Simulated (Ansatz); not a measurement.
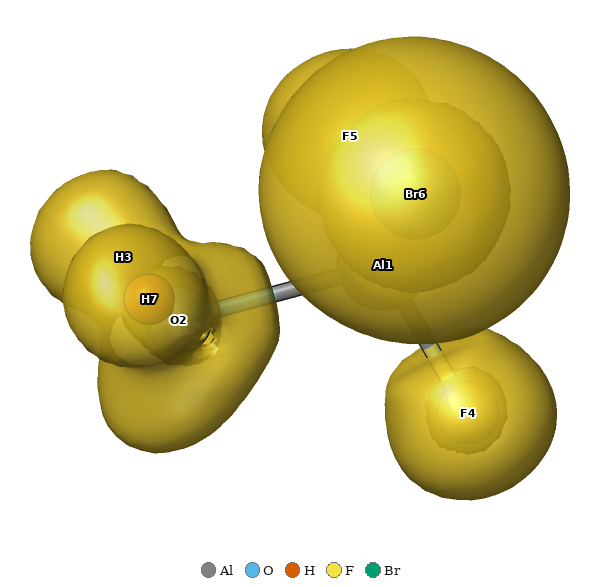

The picture shows: AlBrF2H2O. Isosurface of the ELF at 0.75 (yellow), seen from one side. Only the valence region is drawn (cores and ρ < 0.01 e/Å³ removed).

Level of theory: RKS PBE-D4/def2-SVP in Ansatz 0.2.0.

```yaml
atoms:
  - { symbol: Al, position_ang: [0.0632, 0.5710, 0.0066] }
  - { symbol: O, position_ang: [-0.0206, 0.0157, 1.8986] }
  - { symbol: H, position_ang: [-0.8803, -0.4350, 2.0407] }
  - { symbol: F, position_ang: [1.4256, -0.1675, -0.6239] }
  - { symbol: F, position_ang: [-1.4335, -0.0986, -0.3794] }
  - { symbol: Br, position_ang: [0.1477, 2.8230, 0.3796] }
  - { symbol: H, position_ang: [-0.0309, 0.8302, 2.4479] }
```

> Where are the electrons localised?

The ELF exceeds this value in one region on Br in which the atom's valence shell and bonds are merged, two regions wrapped around F (the valence shell of each) and one joined region spread over several atoms (H, O), in which their bonds and any lone pairs are merged. Along the contacts the grid gives the following. Al–F (1.67 Å): the ELF peaks at about 0.85 in the valence shell of F, 0.5 Å from its nucleus, and is about 0.25 at the midpoint. Al–O (1.97 Å): the ELF peaks at about 0.90 in the valence shell of O, 0.7 Å from its nucleus, and is about 0.50 at the midpoint.
